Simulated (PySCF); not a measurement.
Consider C$_{5}$H$_{8}$O$_{3}$ (SMILES CC(=O)O[C@H](C)C=O).

Input file:

```
{"job": {"kind": "uv", "xc": "PBE0", "basis": "def2-SVPD", "nstates": 6, "ntriplets": 2}, "charge": 0, "multiplicity": 1}
C      2.683158     0.005745     0.229638
C      1.355007    -0.511337    -0.244898
O      1.159581    -1.570541    -0.776954
O      0.384252     0.390684    -0.021187
C     -0.938466    -0.026195    -0.336415
C     -1.846338     1.199618    -0.339535
C     -1.424902    -1.042623     0.681748
O     -0.825606    -1.372421     1.659736
H      2.917160     0.935583    -0.283032
H      3.452488    -0.734033     0.033155
H      2.622880     0.208768     1.295828
H     -0.939489    -0.518613    -1.320937
H     -1.827786     1.670341     0.640022
H     -1.491742     1.914321    -1.076826
H     -2.864696     0.910173    -0.582003
H     -2.423100    -1.450527     0.430248
```

Command:

```sh
OMP_NUM_THREADS=1 python probes_run.py task.json out
```

Geometry: GFN2-xTB.

Theory: PBE0/def2-SVPD, SCF density, gas phase (PySCF 2.14.0).

What can the converged electron density and electron localisation function tell about the bonding?

Answer. C–O (1.20 Å): ρ is about 3.4 e/Å³ halfway; the ELF peaks at about 0.85 between the atoms (a short, multiple covalent bond).
C–C (1.50 Å): the density is about 1.8 e/Å³ at the midpoint; the ELF peaks at about 0.95 between the atoms, as expected for localised, covalent bonding.
C–H (1.09 Å): the density is about 2 e/Å³ at the midpoint; the ELF climbs to about 1 towards the hydrogen, as it does in any bond to H: an ordinary covalent bond to hydrogen.
C–O (1.34 Å): the density is about 2.4 e/Å³ at the midpoint; the ELF peaks at about 0.90 between the atoms (a shared but strongly polarised pair).

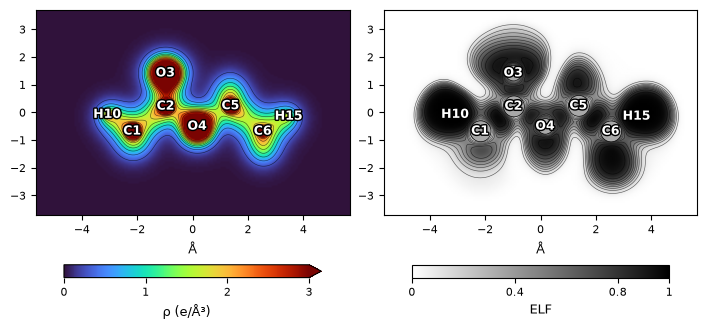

Computed electron density and electron localisation function on the plane of atoms C1, C2 and O4, in this order. Grey discs cover the atomic cores in the ELF map. 
